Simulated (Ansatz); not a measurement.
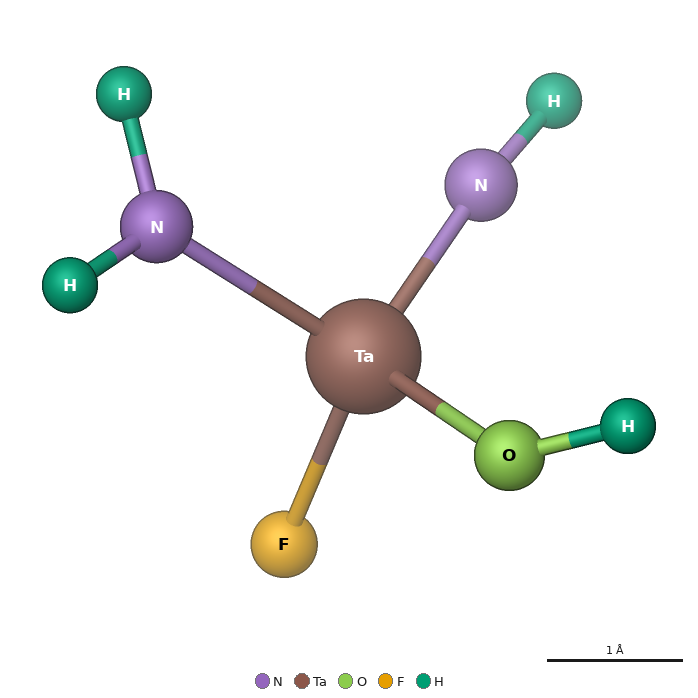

Distant atoms are faded towards the background colour. Charge 0, singlet. The geometry was computed by an optimisation with PBE-D4/def2-SVP. No frequency run is at hand to confirm it as a minimum. Masses are those of the most abundant isotopes; constants are for the rigid equilibrium geometry.

Q: What kind of rotor is it, and what are its rotational constants in GHz?

A: An asymmetric top (C1): A = 3.10, B = 3.00, C = 2.72 GHz. Ray's parameter κ is 0.45, nearer the oblate limit.
